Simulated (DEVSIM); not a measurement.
System: Si n+/n-/n+ resistor, at 350 K.

| layer (left to right) | material | thickness (μm) | Nd (cm⁻³) | τn (s) | τp (s) |
|---|---|---|---|---|---|
| 1 | Si | 0.710 | 1.5e19 | 1.1e-6 | 1.1e-6 |
| 2 | Si | 1.90 | 8.3e12 | 1.1e-6 | 1.1e-6 |
| 3 | Si | 0.200 | 3.3e17 | 1.1e-6 | 1.1e-6 |

Left contact: ohmic. Right contact: ohmic. Voltage is applied to the left contact. Recombination: SRH at mid-gap, Auger. Gap narrowing is on: ΔEg = 6.92 meV × (l + √(l² + 0.5)), l = ln(N/1.3e17 cm⁻³), shared equally by both band edges. Mobility is μmin + (μ − μmin)/(1 + (N/Nref)^α).

This is a model device: material constants are rounded textbook-type values typed into the input, and sizes, dopings and lifetimes were drawn at random. Values at 300 K; Nc and Nv go as T^1.5, mobilities as T to minus their exponent, the gap by Varshni's rule with the affinity fixed.

```tsv
parameter	Si
gap (eV)	1.124
affinity (eV)	4.05
permittivity	11.7
Nc (cm⁻³)	2.86e19
Nv (cm⁻³)	3.1e19
μn (cm²/Vs)	1417
μp (cm²/Vs)	470
μn,min	52
μp,min	45
Nref,n	9.7e16
Nref,p	2.2e17
αn	0.68
αp	0.72
T exponent of μn	2.3
T exponent of μp	2.2
Cn (cm⁶/s)	2.8e-31
Cp (cm⁶/s)	9.9e-32
Varshni α (eV/K)	0.000473
Varshni β (K)	636
```

Simulated with DEVSIM: 1D drift-diffusion, Boltzmann statistics, complete ionisation; no tunnelling, impact ionisation, image-force lowering or self-heating.

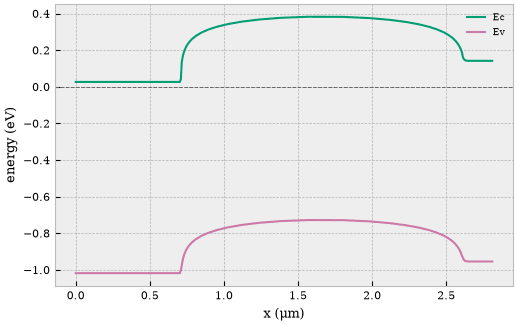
Figure. Band edges at zero bias

Energies count from the Fermi level of the right contact; mesh points crowd at the junctions.

| x (μm) | Ec (eV) | Ev (eV) | n (cm⁻³) | p (cm⁻³) | field (V/cm) |
|---|---|---|---|---|---|
| 0.000 | 0.026 | -1.018 | 1.5e19 | 85000 | ≈ 0 |
| 0.02535 | 0.026 | -1.018 | 1.5e19 | 85000 | ≈ 0 |
| 0.07951 | 0.026 | -1.018 | 1.5e19 | 85000 | ≈ 0 |
| 0.1829 | 0.026 | -1.018 | 1.5e19 | 85000 | ≈ 0 |
| 0.4653 | 0.026 | -1.018 | 1.5e19 | 85000 | ≈ 0 |
| 0.5993 | 0.026 | -1.018 | 1.5e19 | 85000 | ≈ 0 |
| 0.6669 | 0.026 | -1.018 | 1.5e19 | 85000 | ≈ 0 |
| 0.7092 | 0.040 | -1.004 | 9.5e18 | 130000 | 120000 |
| 0.7338 | 0.199 | -0.912 | 4.9e16 | 2900000 | 21000 |
| 0.7845 | 0.261 | -0.850 | 6.3e15 | 2.3e7 | 7600 |
| 0.8964 | 0.313 | -0.797 | 1.1e15 | 1.3e8 | 3000 |
| 1.234 | 0.367 | -0.743 | 1.9e14 | 7.7e8 | 830 |
| 1.803 | 0.382 | -0.729 | 1.1e14 | 1.3e9 | -220 |
| 2.228 | 0.354 | -0.757 | 2.9e14 | 5.0e8 | -1300 |
| 2.478 | 0.299 | -0.811 | 1.8e15 | 8.2e7 | -3900 |
| 2.561 | 0.252 | -0.859 | 8.5e15 | 1.7e7 | -8800 |
| 2.599 | 0.204 | -0.907 | 4.2e16 | 3400000 | -20000 |
| 2.619 | 0.151 | -0.945 | 2.4e17 | 950000 | -11000 |
| 2.666 | 0.142 | -0.955 | 3.3e17 | 700000 | -27 |
| 2.725 | 0.142 | -0.955 | 3.3e17 | 700000 | ≈ 0 |
| 2.777 | 0.142 | -0.955 | 3.3e17 | 700000 | ≈ 0 |
| 2.810 | 0.142 | -0.955 | 3.3e17 | 700000 | ≈ 0 |
